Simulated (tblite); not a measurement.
## Run report: C7H13Ga, geometry relaxation (part 2 of 2)

The same run, continued: C7H13Ga; GFN2-xTB geometry optimisation, gas phase (tblite 0.8.0). It belongs to a series of runs on one base structure; here: constitutional isomer.

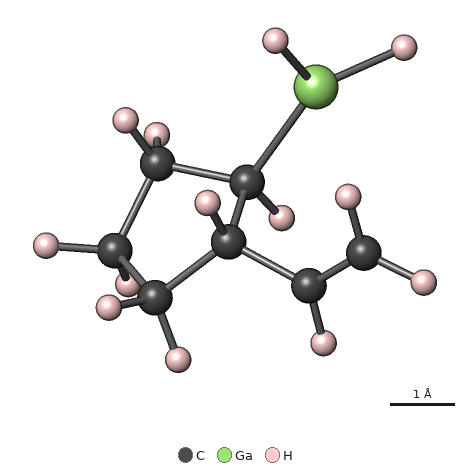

Fig. 1: The geometry at step 142 of the log (ball-and-stick view, seen at a tilt).

Trajectory as extended XYZ, continued
```
21
Properties=species:S:1:pos:R:3:forces:R:3 step=106 energy=-619.16000
C    -1.5818    1.2329    1.9261   -0.0600  -0.0080  -0.2350
C    -1.4065    0.1018    1.2569   -0.1540  -0.0110   0.1400
C    -0.7049    0.0217   -0.0574   -0.0040  -0.0520   0.0720
C    -0.9209   -1.2857   -0.8387    0.0770   0.0680  -0.0780
C     0.4438   -1.6423   -1.4671    0.0650   0.0460  -0.0430
C     1.3920   -0.4984   -1.0923    0.0470   0.0360   0.0030
C     0.8073    0.0386    0.2136    0.0670  -0.0470   0.0690
Ga    1.4174    1.9287    0.6125    0.1730   0.1150   0.0850
H    -1.3303    2.1992    1.4865    0.0130  -0.1530   0.0240
H    -2.0578    1.2628    2.8912    0.0350  -0.0170   0.0460
H    -1.6976   -0.8536    1.6900    0.0270   0.1970   0.0180
H    -0.9643    0.8880   -0.6867   -0.0140  -0.0300   0.0510
H    -1.6981   -1.1404   -1.5898    0.0250  -0.1760   0.0140
H    -1.2156   -2.0948   -0.1626   -0.1190   0.1920  -0.0970
H     0.3999   -1.7477   -2.5477   -0.1330  -0.0940  -0.0880
H     0.8034   -2.5844   -1.0496    0.0420   0.0460  -0.0370
H     2.4309   -0.8094   -0.9696    0.0240  -0.1320  -0.0320
H     1.3756    0.2884   -1.8564   -0.1050  -0.0260  -0.0640
H     0.9996   -0.7040    0.9980    0.1310   0.0380   0.1200
H     2.8088    2.2636    1.3694   -0.2520   0.0810  -0.0770
H     0.6901    3.1520   -0.1268    0.1160  -0.0750   0.1060
21
Properties=species:S:1:pos:R:3:forces:R:3 step=124 energy=-619.23425
C    -1.4858    1.2444    1.9323   -0.0360   0.0650  -0.0670
C    -1.3396    0.1092    1.2675   -0.0150  -0.0640   0.0260
C    -0.6541    0.0169   -0.0572   -0.0390   0.0050   0.0190
C    -0.9285   -1.2640   -0.8630   -0.0230   0.0060   0.0140
C     0.4180   -1.6847   -1.4769    0.0450  -0.0250  -0.0140
C     1.3895   -0.5389   -1.1705   -0.0100  -0.0220  -0.0560
C     0.8778    0.0222    0.1584    0.0280  -0.0070  -0.0010
Ga    1.3601    1.9401    0.6567   -0.0180   0.0000   0.0350
H    -1.2278    2.1961    1.4708    0.0280   0.0030   0.0380
H    -1.9244    1.2920    2.9174    0.0100  -0.0090  -0.0790
H    -1.6636   -0.8249    1.7104    0.0710  -0.0140   0.0380
H    -0.9150    0.8973   -0.6643   -0.0130   0.0280  -0.0080
H    -1.6809   -1.0902   -1.6309   -0.0030   0.0400  -0.0250
H    -1.3092   -2.0476   -0.2082    0.0010  -0.0240   0.0380
H     0.3381   -1.8722   -2.5464   -0.0050   0.0150  -0.0330
H     0.7804   -2.6013   -1.0093   -0.0250  -0.0030   0.0290
H     2.4250   -0.8861   -1.1182   -0.0340   0.0700   0.0090
H     1.3133    0.2282   -1.9504    0.0190   0.0000   0.0180
H     1.1209   -0.6892    0.9596    0.0080  -0.0310   0.0290
H     2.2766    2.4276    1.8532    0.0120  -0.0030   0.0160
H     0.8205    3.1420   -0.2314   -0.0020  -0.0300  -0.0260
21
Properties=species:S:1:pos:R:3:forces:R:3 step=142 energy=-619.25086
C    -1.5183    1.2842    1.8781   -0.0160  -0.0280  -0.0050
C    -1.2777    0.1165    1.2988   -0.0210   0.0170   0.0010
C    -0.6292    0.0105   -0.0383    0.0090  -0.0050  -0.0100
C    -0.9328   -1.2493   -0.8638   -0.0180  -0.0280  -0.0170
C     0.4070   -1.6810   -1.4906    0.0040  -0.0040  -0.0180
C     1.3865   -0.5434   -1.1831    0.0150   0.0010  -0.0120
C     0.9026   -0.0227    0.1719    0.0470   0.0080  -0.0240
Ga    1.3453    1.8922    0.7181   -0.0170   0.0110  -0.0150
H    -1.3772    2.2168    1.3379   -0.0060  -0.0080   0.0030
H    -1.9273    1.3625    2.8720   -0.0030   0.0090   0.0060
H    -1.4582   -0.8131    1.8242   -0.0050   0.0110   0.0260
H    -0.8770    0.9066   -0.6294    0.0160   0.0030  -0.0040
H    -1.6773   -1.0409   -1.6319   -0.0110   0.0120   0.0230
H    -1.3292   -2.0383   -0.2234    0.0010   0.0050   0.0070
H     0.3150   -1.8642   -2.5612    0.0120   0.0090   0.0160
H     0.7633   -2.6003   -1.0229   -0.0110   0.0000  -0.0060
H     2.4250   -0.8806   -1.1672   -0.0090  -0.0010   0.0190
H     1.2907    0.2481   -1.9361   -0.0070  -0.0040   0.0140
H     1.1350   -0.7684    0.9466    0.0130   0.0220  -0.0130
H     2.1723    2.4342    1.9554    0.0060  -0.0240   0.0130
H     0.8527    3.0476   -0.2555    0.0010  -0.0050  -0.0040
21
Properties=species:S:1:pos:R:3:forces:R:3 step=159 energy=-619.25391
C    -1.5736    1.3047    1.8393    0.0050  -0.0020   0.0080
C    -1.2619    0.1318    1.3067    0.0000   0.0100  -0.0040
C    -0.6107    0.0065   -0.0277   -0.0070   0.0010  -0.0020
C    -0.9256   -1.2605   -0.8375   -0.0120  -0.0090  -0.0030
C     0.4004   -1.6767   -1.5033   -0.0030   0.0010  -0.0080
C     1.3856   -0.5419   -1.1996    0.0040   0.0030   0.0000
C     0.9229   -0.0275    0.1646    0.0040   0.0000   0.0020
Ga    1.3644    1.8783    0.7377   -0.0080   0.0050  -0.0020
H    -1.4783    2.2211    1.2655   -0.0040   0.0120  -0.0010
H    -1.9937    1.3979    2.8277    0.0060   0.0020  -0.0050
H    -1.3944   -0.7826    1.8711   -0.0010  -0.0190   0.0050
H    -0.8566    0.8959   -0.6297   -0.0020   0.0030   0.0000
H    -1.7004   -1.0624   -1.5778   -0.0010  -0.0050   0.0020
H    -1.2904   -2.0501   -0.1794    0.0060   0.0010   0.0060
H     0.2865   -1.8371   -2.5749   -0.0020  -0.0030   0.0030
H     0.7666   -2.6051   -1.0623    0.0000   0.0020  -0.0090
H     2.4237   -0.8790   -1.2002   -0.0010  -0.0040   0.0070
H     1.2764    0.2545   -1.9445    0.0140   0.0020  -0.0060
H     1.1686   -0.7755    0.9323    0.0010  -0.0020   0.0040
H     2.2104    2.3611    1.9887   -0.0040  -0.0010   0.0000
H     0.8713    3.0635   -0.1971    0.0040   0.0010   0.0030
21
Properties=species:S:1:pos:R:3:forces:R:3 step=177 energy=-619.25506
C    -1.5674    1.3219    1.8236    0.0010   0.0030   0.0030
C    -1.2511    0.1450    1.3013   -0.0050   0.0050  -0.0020
C    -0.6149    0.0058   -0.0386   -0.0020  -0.0040   0.0020
C    -0.9233   -1.2772   -0.8234    0.0000  -0.0050  -0.0010
C     0.3951   -1.6743   -1.5170    0.0050   0.0010  -0.0060
C     1.3851   -0.5427   -1.2098    0.0030   0.0030   0.0020
C     0.9198   -0.0206    0.1501   -0.0040   0.0000   0.0030
Ga    1.3492    1.8772    0.7570    0.0010   0.0090   0.0010
H    -1.5010    2.2323    1.2360    0.0050  -0.0030  -0.0020
H    -1.9708    1.4215    2.8182   -0.0020   0.0050   0.0000
H    -1.3610   -0.7636    1.8808   -0.0050  -0.0010   0.0040
H    -0.8706    0.8840   -0.6524    0.0060  -0.0020   0.0070
H    -1.7228   -1.1102   -1.5447   -0.0010   0.0030   0.0010
H    -1.2500   -2.0645   -0.1428    0.0020  -0.0010   0.0050
H     0.2642   -1.8150   -2.5892   -0.0010   0.0040  -0.0080
H     0.7700   -2.6106   -1.1016    0.0020  -0.0010  -0.0030
H     2.4204   -0.8878   -1.1991    0.0020  -0.0050  -0.0040
H     1.2908    0.2512   -1.9590    0.0010  -0.0010  -0.0010
H     1.1658   -0.7662    0.9213   -0.0030  -0.0030  -0.0010
H     2.1572    2.3157    2.0482   -0.0030   0.0010  -0.0020
H     0.9065    3.0953   -0.1595   -0.0040  -0.0060   0.0000
```

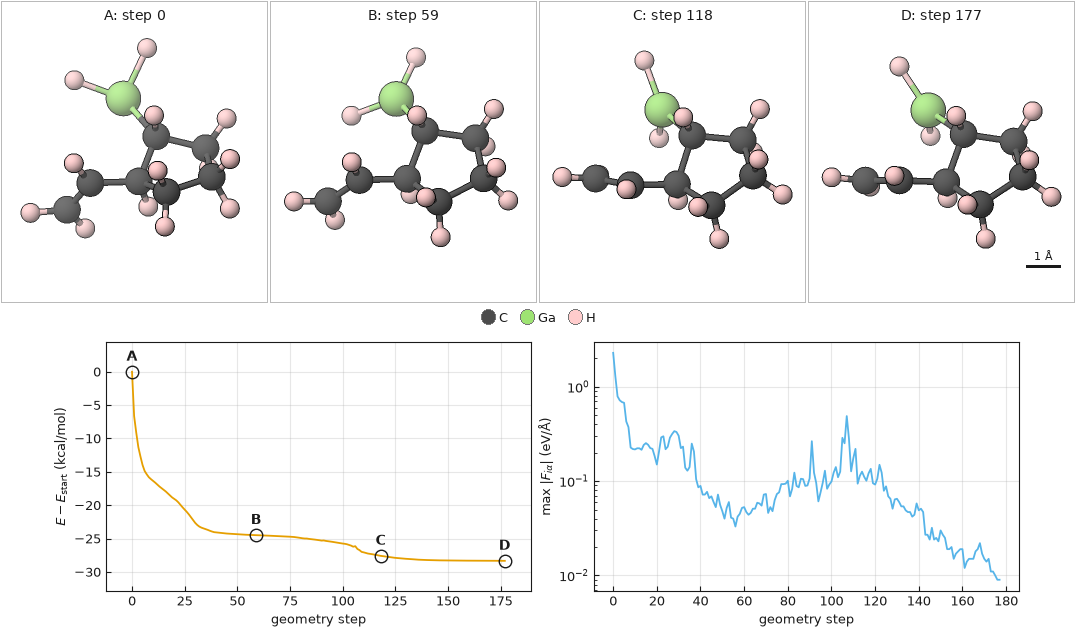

Fig. 2: Frames of the relaxation (ball-and-stick view, seen at a tilt) above the curves, on which the letters mark them (steps are counted from 0).

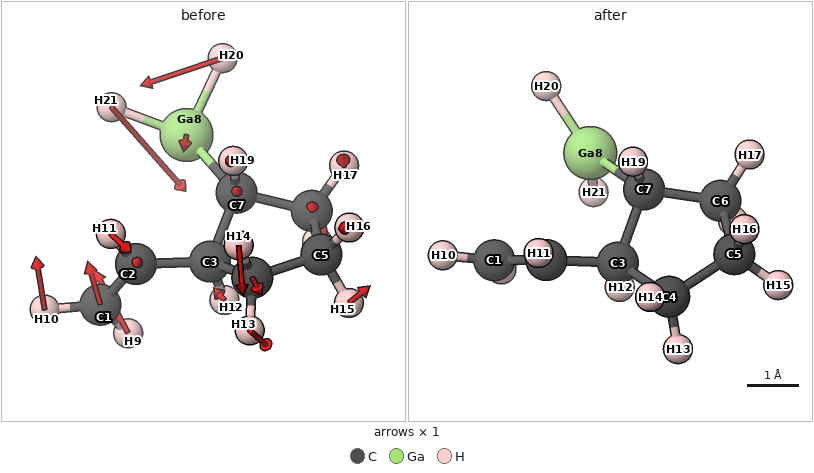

Fig. 3: Before (left) and after (right) the relaxation, at one scale (ball-and-stick view, seen at a tilt). The red arrows give the displacements, at true length. H21 moves most after the best rigid fit: 2.79 Å. Largest moves by element: H 2.79 Å, C 0.94 Å, Ga 0.39 Å. Among the contacts that change: C7–Ga8 1.908 → 2.038 Å, Ga8–H20 1.680 → 1.585 Å, C3–C4 1.489 → 1.535 Å, C5–H15 1.130 → 1.089 Å. Among the angles that change: C7–Ga8–H20 107.0° → 127.4°, H20–Ga8–H21 94.6° → 113.6°, C3–C7–Ga8 120.9° → 103.3°. The energy falls by 28.3 kcal/mol in 177 geometry steps. Largest force component: 2.3 eV/Å at the start, 0.009 eV/Å at the end. (Atoms are counted from 1 in the order of the input.)

The run was set up as follows.

Input file
```
{"job": {"kind": "relax", "xc": "GFN2-xTB", "basis": "xTB"}, "charge": 0, "multiplicity": 1}
C     -2.203900     1.378100     1.149700
C     -1.293800     0.408000     1.237900
C     -0.598200     0.030600    -0.017700
C     -0.693100    -1.409900    -0.381900
C      0.355100    -1.530300    -1.457200
C      1.218000    -0.287400    -1.389600
C      0.894800     0.235100     0.014300
Ga     1.656000     1.757300     0.877400
H     -2.374900     1.808000     0.170200
H     -2.770800     1.717700     2.043100
H     -1.075900    -0.071700     2.200800
H     -1.051600     0.602500    -0.886400
H     -1.693800    -1.755200    -0.669900
H     -0.352100    -2.073700     0.455900
H     -0.235600    -1.562200    -2.420400
H      0.963500    -2.434200    -1.374900
H      2.291800    -0.479100    -1.520600
H      0.839000     0.486800    -2.098700
H      1.302700    -0.555200     0.700900
H      3.308700     1.478800     0.999200
H      1.505100     2.273000     2.367600
```

The first line tells a small driver script what to run in tblite; the rest is the geometry in Å.

Command:
```bash
OMP_NUM_THREADS=1 python <driver script> task.json out
```

Summary

```json
{"quantity": "outcome", "value": "converged"}
{"quantity": "total energy", "value": "−619.2551 eV"}
{"quantity": "hardware", "value": "1 CPU thread, shared host"}
{"quantity": "wall time", "value": "2.6 s"}
{"quantity": "peak memory", "value": "0.18 GiB"}
```
